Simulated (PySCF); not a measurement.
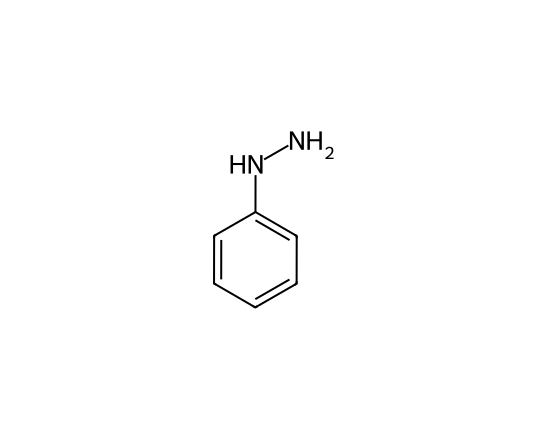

A structural formula.

**Transcribe the drawing into SMILES.**

NNc1ccccc1

**Give the formula, hydrogens included.**

C6H8N2.

The parts below concern this one geometry. Atoms keep their numbers from picture to picture. The computed structure is the end point of a PBE0-D3(BJ)/def2-SVP optimisation. No frequency run is at hand to confirm it as a minimum.

### Geometry

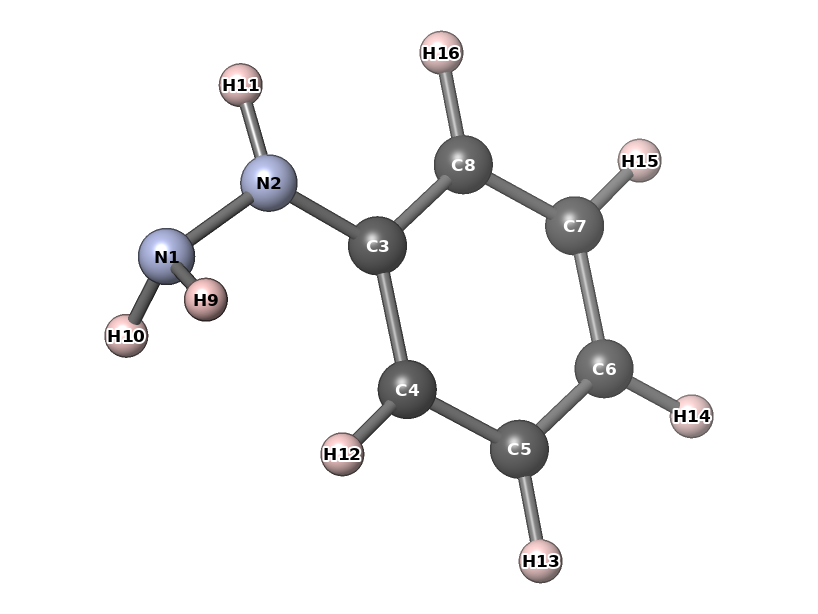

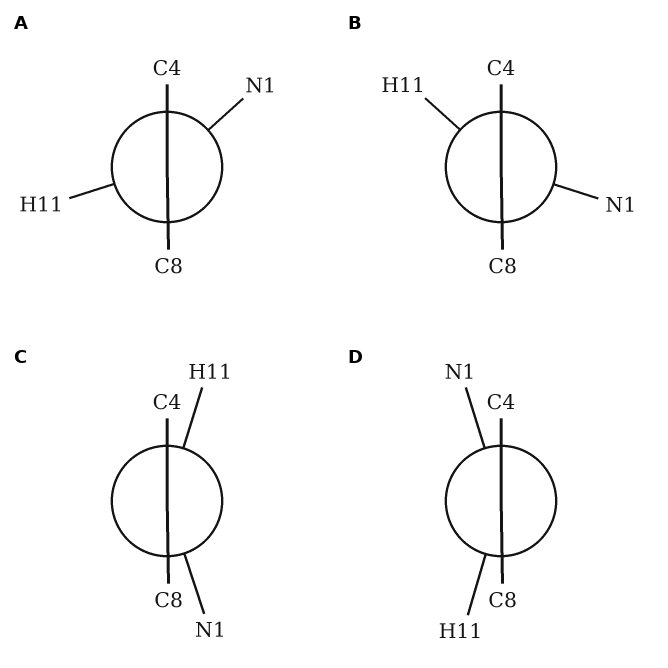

Atoms fade into the background with distance from the viewer. Bonds that would overlap in a projection are set slightly apart. No frequency run is at hand to confirm it as a minimum.

**Which Newman projection shows the view along C3–N2, with C3 in front?**

D. The torsion angle C4–C3–N2–N1 is −12°, synperiplanar (eclipsed).

### Electronic properties

No frequency run is at hand to confirm it as a minimum. Method: PBE0/aug-cc-pVDZ, gas phase (PySCF 2.14.0).

**Estimate the HOMO–LUMO gap.**

5.60 eV.

**Give the dipole moment at this level.**

0.64 D.

**Give the HOMO energy (Kohn–Sham orbital) at this level.**

−5.83 eV.

### NMR shielding

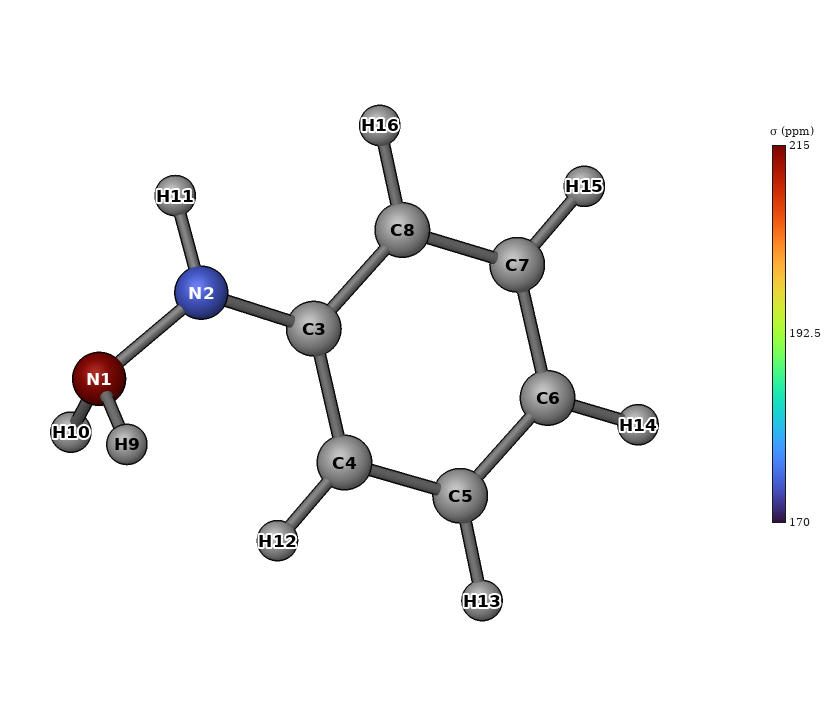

Atoms are coloured by their isotropic NMR shieldings (N only, the others grey). No frequency run is at hand to confirm it as a minimum. Method: GIAO PBE0/def2-SVP NMR shielding, non-relativistic, gas phase (PySCF 2.14.0).

Give the isotropic NMR shieldings of the N atoms atom by atom.

| atom | σ (ppm) |
| --- | --- |
| N1 | 214.3 |
| N2 | 174.5 |

### Quadrupole coupling

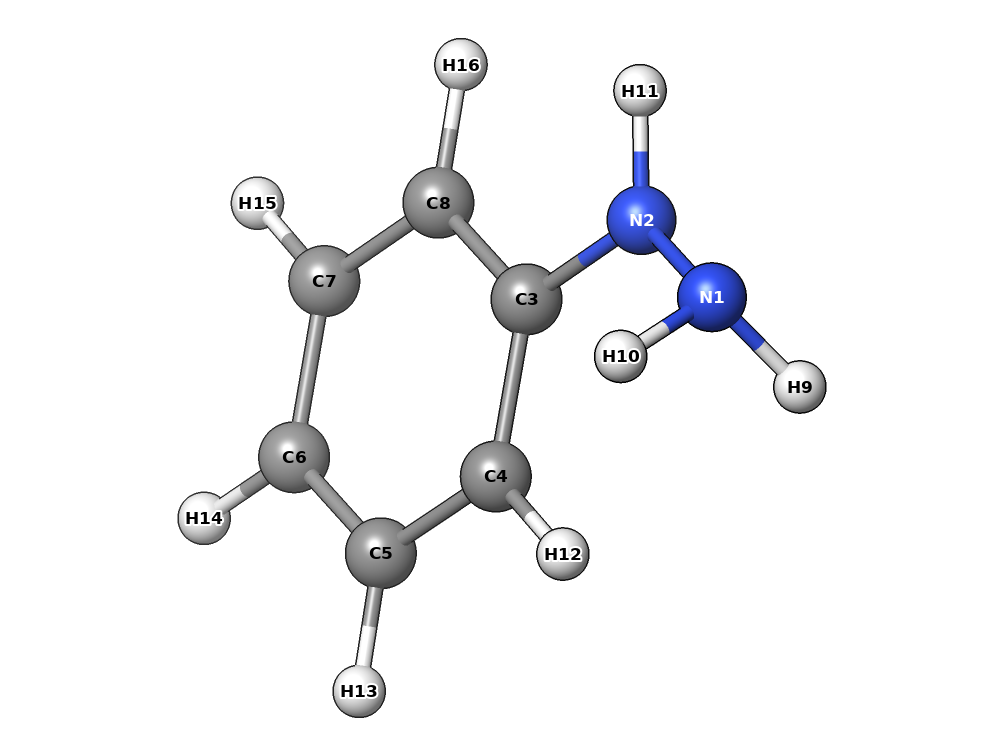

No frequency run is at hand to confirm it as a minimum. Electric field gradients from the ground-state density, PBE0/aug-cc-pVDZ (PySCF 2.14.0), non-relativistic apart from any core potentials.

Give the largest field-gradient component, the quadrupole coupling constant and the asymmetry for 14N at N1 (Q = 20.44 mb), 14N at N2 (Q = 20.44 mb), 2H at H9 (Q = 2.86 mb), 2H at H10 (Q = 2.86 mb), 2H at H11 (Q = 2.86 mb), 2H at H12 (Q = 2.86 mb).

```json
{"atom": "N1", "V_zz (a.u.)": "−1.206", "e²qQ/h (MHz)": "−5.79", "η": "0.50"}
{"atom": "N2", "V_zz (a.u.)": "−1.290", "e²qQ/h (MHz)": "−6.19", "η": "0.34"}
{"atom": "H9", "V_zz (a.u.)": "0.377", "e²qQ/h (MHz)": "0.254", "η": "0.18"}
{"atom": "H10", "V_zz (a.u.)": "0.369", "e²qQ/h (MHz)": "0.248", "η": "0.19"}
{"atom": "H11", "V_zz (a.u.)": "0.390", "e²qQ/h (MHz)": "0.262", "η": "0.22"}
{"atom": "H12", "V_zz (a.u.)": "0.312", "e²qQ/h (MHz)": "0.210", "η": "0.07"}
```

### Charges

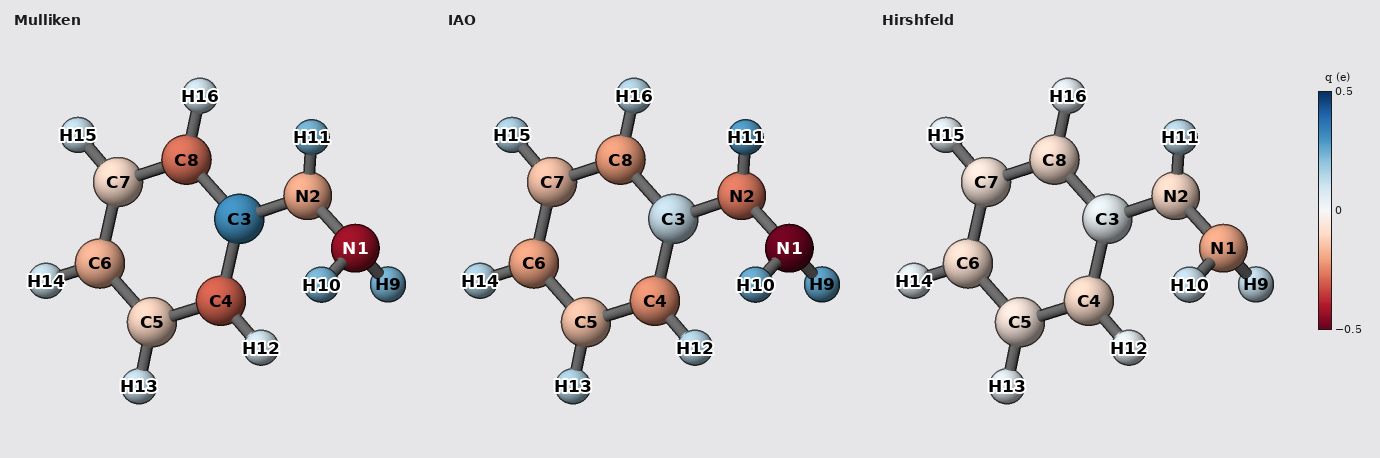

Atomic charges of one calculation by 3 schemes, on one colour scale. No frequency run is at hand to confirm it as a minimum. Method: PBE0/def2-TZVP (PySCF 2.14.0).

**On which atom do the schemes disagree most?**

On N1 (from −0.48 to −0.18 e).

List the charges (e), one line for each set of equivalent atoms.

```tsv
atom	Mulliken	IAO	Hirshfeld
N1	−0.42	−0.48	−0.18
N2	−0.18	−0.25	−0.09
C3	0.30	0.11	0.04
C4	−0.29	−0.22	−0.09
C5	−0.10	−0.14	−0.05
C6	−0.17	−0.19	−0.08
C7	−0.09	−0.14	−0.05
C8	−0.27	−0.20	−0.08
H9	0.23	0.26	0.12
H10	0.23	0.25	0.11
H11	0.23	0.28	0.13
H12	0.09	0.14	0.04
H13	0.11	0.15	0.05
H14	0.11	0.15	0.05
H15	0.11	0.15	0.05
H16	0.10	0.14	0.05
```

Mulliken values depend strongly on the basis set and can even reverse the polarity of a bond.
